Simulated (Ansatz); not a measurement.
# FHSSn: rotation by 180° about the Sn2–S3 bond, part 2 of 2

How high is the barrier for the rotation by 180° about the Sn2–S3 bond? Relax the two ends, then run a nudged elastic band between them. SMILES of the start: [F][Sn][SH].

Ansatz 0.2.0; RKS B3LYP/def2-SVP. The steps go on from the part before.

## 7. The band again, with other settings

crystal.atoms is end A as relaxed above, and neb.final_atoms is end B, turned to lie on A. With 9 inner images the band has 11 in all.

The input, input.yaml:

```yaml
crystal:
  periodic: [false, false, false]
  atoms:
    - { symbol: F, position_ang: [-1.645147, -0.461832, 0.330883] }
    - { symbol: Sn, position_ang: [-0.536989, 1.120454, 0.736784] }
    - { symbol: S, position_ang: [1.467226, 0.200192, -0.386344] }
    - { symbol: H, position_ang: [0.77041, -0.919114, -0.701623] }
basis:
  gaussian: { orbitals: def2-SVP }
hamiltonian:
  xc: b3lyp
neb:
  order_check: false
  images: 9
  f_tol: 0.03
  max_iterations: 53
  initial_path: linear
  final_atoms:
    - { symbol: F, position_ang: [-2.16638055, -0.21943267, 0.62388357] }
    - { symbol: Sn, position_ang: [-0.53136699, 0.87375425, 0.61416175] }
    - { symbol: S, position_ang: [0.83454804, -0.76426647, -0.64769956] }
    - { symbol: H, position_ang: [1.9186995, 0.04964489, -0.61064575] }
```

Launch:

```
$ ansatz run input.yaml --threads 1 --pin off --max-ram 2048MiB --backend cpu --events-out ev --progress --plain --runs-dir out
```

Output, cut to the lines that bear on the results:

```text
Warning: RAYON_NUM_THREADS=1 ignored (pool sized by the plan → 1); use --threads N
[...]
Functional definition: B3LYP
[...]
743 factors; integrals over basis functions are off by at most 2.0e-4 eV
[...]
mean field -19398.79232178 eV, -712.8924688516 hartree, gradient 1.6e-5 eV, S^2 0.000000; 0 other end points of the search recorded, 0 dependent functions left out
[...]
reference -19398.79251274 eV, -712.8924758692 hartree; 24, 24 occupied and 39, 39 virtual orbitals, 743 factors
743 factors; integrals over basis functions are off by at most 2.2e-4 eV
[...]
mean field -19398.73778852 eV, -712.8904647915 hartree, gradient 6.9e-5 eV, S^2 0.000000; 0 other end points of the search recorded, 0 dependent functions left out
[...]
reference -19398.73798162 eV, -712.8904718878 hartree; 24, 24 occupied and 39, 39 virtual orbitals, 743 factors
[...]
743 factors; integrals over basis functions are off by at most 2.3e-4 eV
[...]
NEB iter   1: max|band force component| = 1.440e0 eV/Å  barrier→ = 0.5550 eV  barrier← = 0.5004 eV  Δτ_max = 0.1949 Å  (282 SCF iters)
[...]
NEB iter   4: max|band force component| = 4.644e-2 eV/Å  barrier→ = 0.3685 eV  barrier← = 0.3140 eV  CI = image 5  Δτ_max = 0.0054 Å  (248 SCF iters)
[...]
NEB iter   5: max|band force component| = 1.050e-2 eV/Å  barrier→ = 0.3685 eV  barrier← = 0.3140 eV  CI = image 5  Δτ_max = 0.0000 Å  (462 SCF iters)
Total energy: -19398.42400658 eV, -712.8789335177 hartree
Atom 0 at    -2.099704     0.046556     0.171748 Å, force     0.000033     0.000152     0.000588 eV/Å
Atom 1 at    -0.440165     0.775416     0.942500 Å, force    -0.001846     0.000289     0.000920 eV/Å
Atom 2 at     1.170759     0.146846    -0.881303 Å, force     0.000776     0.005154    -0.004354 eV/Å
Atom 3 at     1.424610    -1.029118    -0.253245 Å, force     0.001038    -0.005595     0.002847 eV/Å
Dipole moment:     0.214808     0.171793     0.596325 e Å
this run last wrote the band of iteration 5 to <dir>
```

It took 1.9 min on 1 thread of an Arm CPU, shared host; peak memory 0.23 GiB.

## 8. The band, image by image

Images 0 and 10 are the ends. Energies count from image 0; the path length is the program's own measure over all atoms.

```tsv
image	path (Å)	energy (eV)	dihedral F1–Sn2–S3–H4 (°)	band force (eV/Å)
0	0.000	0.0000	0	-
1	0.265	0.0310	-14	0.006
2	0.530	0.1161	-32	0.007
3	0.795	0.2295	-52	0.005
4	1.060	0.3287	-72	0.004
5*	1.324	0.3685	-91	0.005
6	1.572	0.3352	-109	0.008
7	1.820	0.2536	-127	0.010
8	2.068	0.1583	-144	0.010
9	2.316	0.0831	-162	0.006
10	2.564	0.0545	180	-
```

The star marks the climbing image.

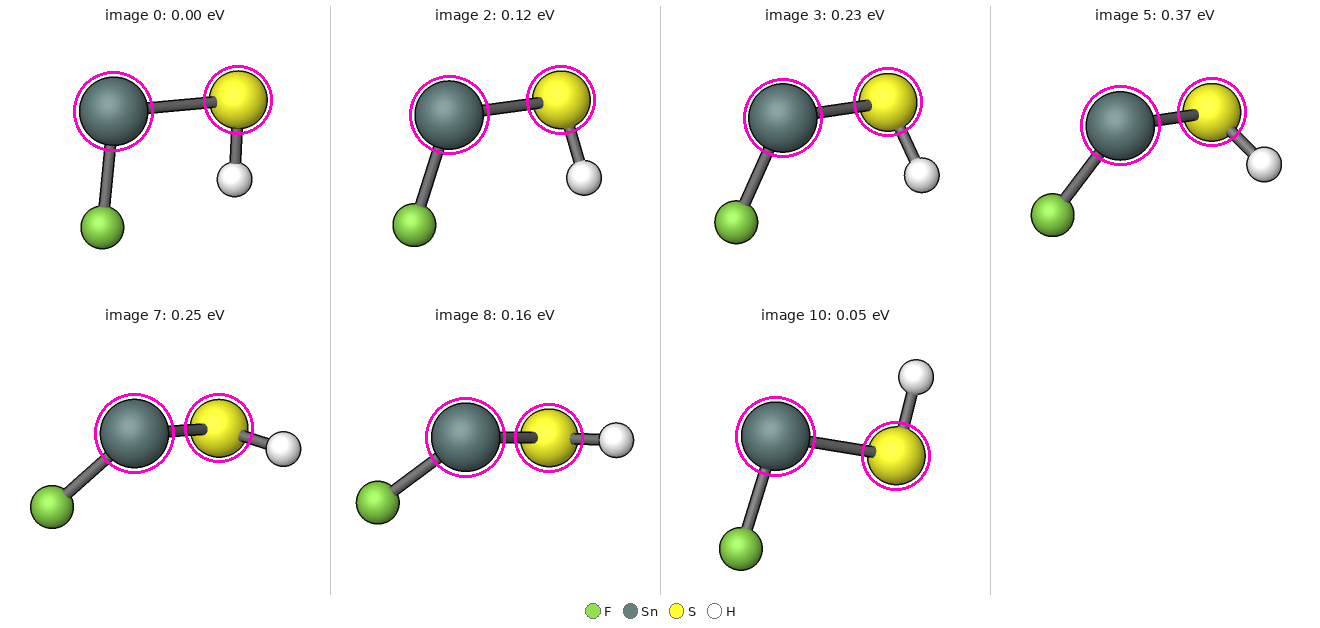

The images of the last band, seen from a chosen angle. Ringed: Sn2, S3. Sticks join atoms closer than a bonding distance in each image.

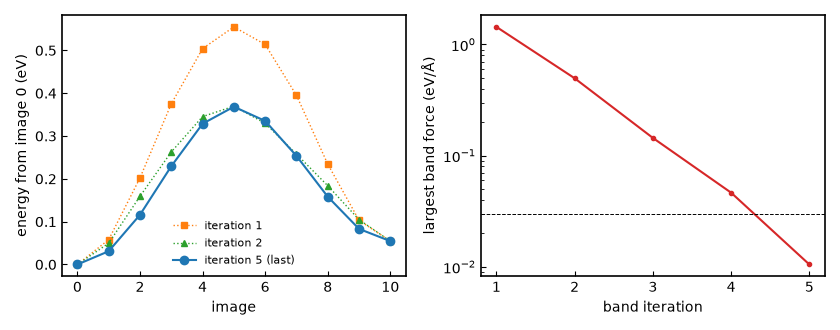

Left: energy of each image for early iterations and the last one (lines only join the points; early values far above the last band run off the scale). Right: the largest band force by iteration, with the threshold dashed.

## 9. Another band, settings changed

crystal.atoms is end A as relaxed above, and neb.final_atoms is end B, turned to lie on A. With 4 inner images the band has 6 in all. The start path is listed, through a guess of the saddle.

input.yaml, as its differences from that of step 7:

```diff
@@ -13,6 +13,6 @@
   order_check: false
-  images: 9
+  images: 4
   f_tol: 0.03
-  max_iterations: 53
-  initial_path: linear
+  max_iterations: 60
+  climbing: false
   final_atoms:
@@ -22 +22,9 @@
     - { symbol: H, position_ang: [1.9186995, 0.04964489, -0.61064575] }
+  initial_path:
+    images:
+      - { positions_ang: [[-1.645147, -0.461832, 0.330883], [-0.536989, 1.120454, 0.736784], [1.467226, 0.200192, -0.386344], [0.77041, -0.919114, -0.701623]] }
+      - { positions_ang: [[-1.72601144, -0.43305723, 0.43525903], [-0.55303785, 1.0901768, 0.66108483], [1.49014536, 0.1799082, -0.30912788], [0.84440393, -0.89732777, -0.80751597]] }
+      - { positions_ang: [[-1.80687588, -0.40428245, 0.53963507], [-0.5690867, 1.05989959, 0.58538565], [1.51306472, 0.15962439, -0.23191177], [0.91839786, -0.87554153, -0.91340895]] }
+      - { positions_ang: [[-1.91112259, -0.35580259, 0.59823518], [-0.5679623, 1.01055964, 0.5608612], [1.38652913, -0.0332673, -0.28418288], [1.14805576, -0.68178975, -0.8952135]] }
+      - { positions_ang: [[-2.03875157, -0.28761763, 0.61105937], [-0.54966465, 0.94215695, 0.58751147], [1.11053858, -0.39876689, -0.46594122], [1.53337763, -0.31607243, -0.75292962]] }
+      - { positions_ang: [[-2.16638055, -0.21943267, 0.62388357], [-0.53136699, 0.87375425, 0.61416175], [0.83454804, -0.76426647, -0.64769956], [1.9186995, 0.04964489, -0.61064575]] }
```

Launch:

```
$ ansatz run input.yaml --threads 1 --pin off --max-ram 2048MiB --backend cpu --events-out ev --progress --plain --runs-dir out
```

Output, cut to the lines that bear on the results:

```text
Warning: RAYON_NUM_THREADS=1 ignored (pool sized by the plan → 1); use --threads N
[...]
[... 1 set-up line as earlier in the session ...]
[...]
743 factors; integrals over basis functions are off by at most 2.0e-4 eV
[...]
mean field -19398.79232178 eV, -712.8924688516 hartree, gradient 1.6e-5 eV, S^2 0.000000; 0 other end points of the search recorded, 0 dependent functions left out
[...]
reference -19398.79251274 eV, -712.8924758692 hartree; 24, 24 occupied and 39, 39 virtual orbitals, 743 factors
743 factors; integrals over basis functions are off by at most 2.2e-4 eV
[...]
mean field -19398.73778852 eV, -712.8904647915 hartree, gradient 6.8e-5 eV, S^2 0.000000; 0 other end points of the search recorded, 0 dependent functions left out
[...]
reference -19398.73798162 eV, -712.8904718878 hartree; 24, 24 occupied and 39, 39 virtual orbitals, 743 factors
[...]
NEB iter   7: max|band force component| = 1.783e0 eV/Å  barrier→ = 0.3517 eV  barrier← = 0.2971 eV  Δτ_max = 0.0846 Å  (121 SCF iters)
[...]
NEB iter  10: max|band force component| = 1.254e0 eV/Å  barrier→ = 0.3303 eV  barrier← = 0.2758 eV  Δτ_max = 0.1006 Å  (120 SCF iters)
[...]
NEB iter  12: max|band force component| = 4.673e-2 eV/Å  barrier→ = 0.3433 eV  barrier← = 0.2887 eV  Δτ_max = 0.0023 Å  (105 SCF iters)
[...]
NEB iter  13: max|band force component| = 1.224e-2 eV/Å  barrier→ = 0.3433 eV  barrier← = 0.2888 eV  Δτ_max = 0.0000 Å  (194 SCF iters)
Total energy: -19398.44917209 eV, -712.8798583333 hartree
Atom 0 at    -1.980851    -0.266365     0.792179 Å, force    -0.017122     0.014373     0.099249 eV/Å
Atom 1 at    -0.611663     1.060010     0.304637 Å, force    -0.015449    -0.019064    -0.096010 eV/Å
Atom 2 at     1.352308    -0.488794     0.116415 Å, force    -0.061513    -0.094887     0.010340 eV/Å
Atom 3 at     1.295706    -0.365151    -1.233531 Å, force     0.094084     0.099578    -0.013579 eV/Å
Dipole moment:     0.052204     0.640624    -0.247694 e Å
this run last wrote the band of iteration 13 to <dir>
```

Run time: 1.9 min. Hardware: 1 thread of an Arm CPU, shared host; peak memory 0.23 GiB.

## 10. The band, image by image

Images 0 and 5 are the ends. Energies count from image 0; the path length is the program's own measure over all atoms.

```tsv
image	path (Å)	energy (eV)	dihedral F1–Sn2–S3–H4 (°)	band force (eV/Å)
0	0.000	0.0000	0	-
1	0.510	0.1096	31	0.002
2	1.020	0.3185	69	0.006
3	1.530	0.3433	107	0.004
4	2.039	0.1646	143	0.012
5	2.549	0.0545	180	-
```

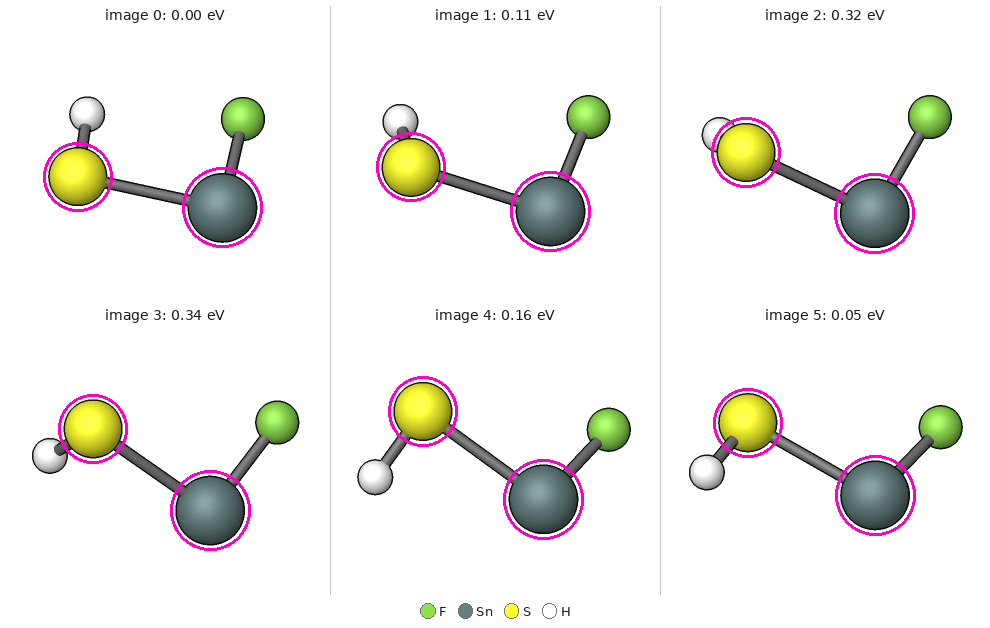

The images of the last band, seen from a chosen angle. Ringed: Sn2, S3. Sticks join atoms closer than a bonding distance in each image.

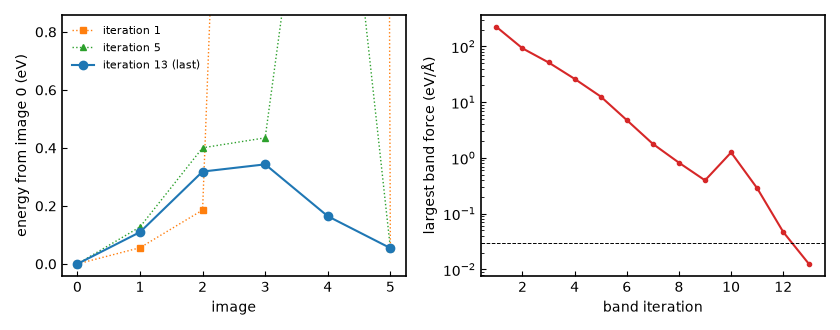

Left: energy of each image for early iterations and the last one (lines only join the points; early values far above the last band run off the scale). Right: the largest band force by iteration, with the threshold dashed.

## 11. Summary of results

The summary covers parts 1 to 2.

| quantity | value |
| --- | --- |
| end A | 8 moves, 0.447 eV lower |
| end B | 6 moves, 0.423 eV lower |
| first band: barrier forwards | 0.37 eV |
| first band: barrier backwards | 0.31 eV |
| first band: second end relative to first | +0.055 eV |
| first band: highest image | 5 of 0 to 10, climbing |
| first band: band iterations | 14 |
| imaginary modes at the top | 339i cm⁻¹ |
| second band | top 0.369 eV above image 0, 5 iterations, 9 inner images |
| time, first and second band | 4.6 min and 1.9 min |
| third band | top 0.343 eV above image 0, 13 iterations, 4 inner images, none climbing |
| time, first and third band | 4.6 min and 1.9 min |

**Reading.** In the first band: along this path the system climbs 0.37 eV from the first end (14 kT at 300 K); with a typical attempt rate of 10^13 per second that is roughly 10^7 events a second. The second end lies 0.055 eV above the first, so the way back costs 0.31 eV. The listed dihedral goes from 0° at end A through 91° at the highest image to 180° at end B. One imaginary mode, as a first-order saddle point has. The second band's top agrees with the first's to 1 meV, so the changed settings hardly move the height. The third band's top lies 25 meV below the first's, as a band that doesn't climb stops under the top. Zero-point energy and entropy are left out.
